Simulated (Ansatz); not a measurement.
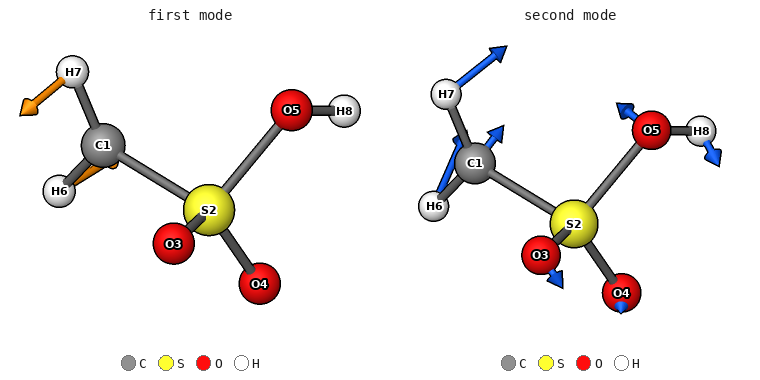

The system is CH₃O₃S, SMILES [CH2]S(=O)(=O)O, spin multiplicity 2; the picture shows the reference structure; its two panels give the patterns of the first and the second mode as arrows. Coordinates scanned: (1) normal mode 1 (133 cm⁻¹); (2) normal mode 3 (290 cm⁻¹). Nothing is relaxed (straight displacements along the two mass-weighted modes). The grid has 11 × 11 points. Points are written as (first, second). All energies are given in kJ/mol relative to the relaxed molecule at the same level. Computed with UKS B3LYP-D4/def2-SVP in Ansatz 0.2.0.

Its coordinates:

```xyz
8

C     0.8567    0.6760    0.5444
S    -0.1235   -0.2069   -0.5912
O    -0.4751    0.6798   -1.6879
O     0.4672   -1.5221   -0.8106
O    -1.5052   -0.4142    0.2664
H     1.9326    0.4946    0.5160
H     0.4119    1.5381    1.0446
H    -1.4724   -1.3023    0.6625
```

Range: normal mode 1 (133 cm⁻¹) from −0.579 to 0.579 amu½·Å; normal mode 3 (290 cm⁻¹) from −1.228 to 1.228 amu½·Å.

> Predict the map.

The lowest grid point is at (0.000 amu½·Å, 0.000 amu½·Å), 0.0 kJ/mol from the relaxed molecule at the same level. The highest grid point, (−0.579 amu½·Å, −1.228 amu½·Å), lies 92.5 kJ/mol above the lowest.

| normal mode 3 (290 cm⁻¹) ↓, normal mode 1 (133 cm⁻¹) → | −0.579 | −0.463 | −0.347 | −0.232 | −0.116 | 0.000 | 0.116 | 0.232 | 0.347 | 0.463 | 0.579 |
| --- | --- | --- | --- | --- | --- | --- | --- | --- | --- | --- | --- |
| 1.228 | 58.6 | 48.7 | 41.8 | 37.2 | 34.7 | 34.6 | 37.4 | 43.7 | 54.0 | 68.9 | 88.4 |
| 0.983 | 39.5 | 30.7 | 25.1 | 21.7 | 19.8 | 19.5 | 21.3 | 25.9 | 34.2 | 46.8 | 64.3 |
| 0.737 | 26.5 | 18.4 | 13.8 | 11.3 | 10.0 | 9.8 | 10.8 | 13.9 | 20.1 | 30.4 | 45.7 |
| 0.491 | 19.1 | 11.0 | 6.8 | 4.9 | 4.1 | 3.9 | 4.4 | 6.3 | 10.7 | 18.9 | 32.1 |
| 0.246 | 16.5 | 7.8 | 3.3 | 1.5 | 1.0 | 0.9 | 1.1 | 2.1 | 5.2 | 11.6 | 22.7 |
| 0.000 | 18.3 | 8.4 | 3.0 | 0.7 | 0.1 | 0.0 | 0.1 | 0.7 | 2.8 | 7.9 | 17.5 |
| −0.246 | 24.1 | 12.5 | 5.7 | 2.4 | 1.2 | 0.9 | 1.0 | 1.5 | 3.3 | 7.7 | 16.2 |
| −0.491 | 34.1 | 20.5 | 11.7 | 6.9 | 4.7 | 4.0 | 4.2 | 4.9 | 6.9 | 11.1 | 19.1 |
| −0.737 | 48.5 | 32.6 | 21.7 | 14.9 | 11.4 | 10.1 | 10.2 | 11.4 | 13.9 | 18.6 | 26.7 |
| −0.983 | 67.8 | 49.7 | 36.5 | 27.5 | 22.4 | 20.1 | 20.1 | 21.7 | 25.1 | 30.7 | 39.4 |
| −1.228 | 92.5 | 72.4 | 56.9 | 45.7 | 38.7 | 35.3 | 34.9 | 37.0 | 41.3 | 48.0 | 57.7 |

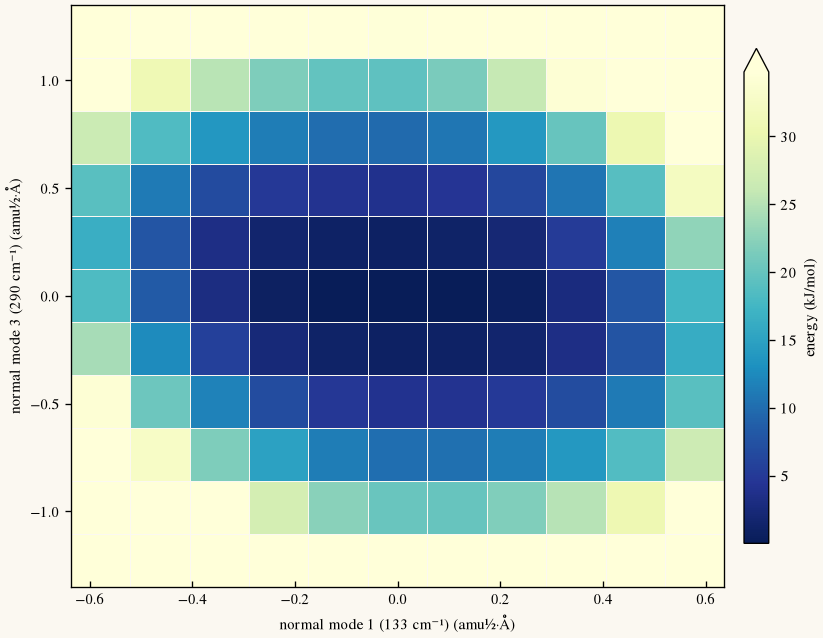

In the figure: one coloured cell a grid point, one colour for all values above the top of the scale.

Each point was launched as `ansatz run input.yaml --threads 1 --pin off --max-ram 2560MiB --backend cpu --events-out ev --progress --plain --runs-dir out`. The whole map (121 points run) took 11 min on 1 thread of Intel(R) Xeon(R) Platinum 8488C (Sapphire Rapids), on a shared host.
